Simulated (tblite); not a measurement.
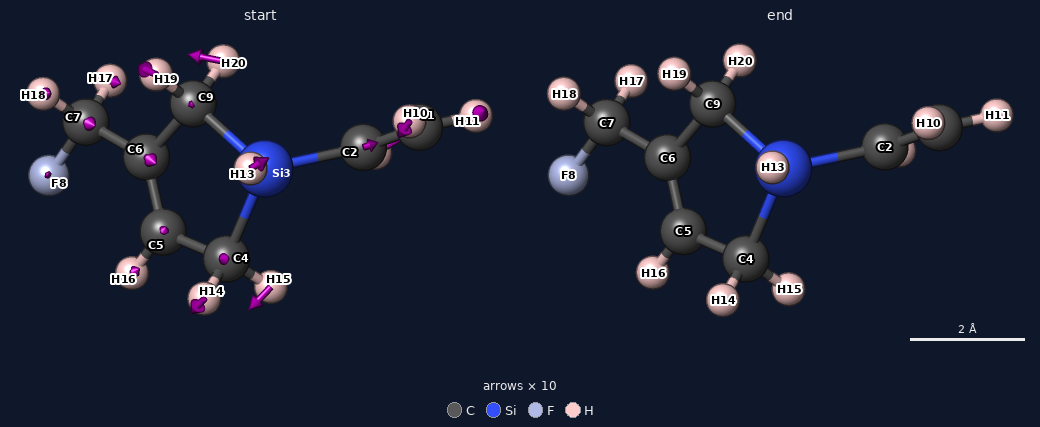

The structure of C$_{7}$H$_{11}$FSi before (left) and after (right) a relaxation, at one scale. The purple arrows give the displacements, 10 times their true length.

A ball-and-stick model, seen at a tilt.

Theory: tblite 0.8.0, GFN2-xTB geometry optimisation, gas phase. 

Describe what moved and what it gained.

Answer. The atom that moves furthest after the best rigid fit is an H atom (0.083 Å). By element the largest moves are H 0.083 Å, C 0.034 Å, Si 0.022 Å, F 0.009 Å. Near-neighbour distances that change, for instance: C–Si 1.835 → 1.882 Å, C–C 1.354 → 1.323 Å, C–C 1.526 → 1.504 Å, H–Si 1.490 → 1.469 Å. Among the angles between lasting bonds that change: Si–C–H 110.3° → 113.5°, H–C–H 109.4° → 106.3°, Si–C–H 109.9° → 113.0°. The energy falls by 3.62 kcal/mol in 37 geometry steps. Cost: 0.48 s on 1 thread of Arm Neoverse N1 (shared host).
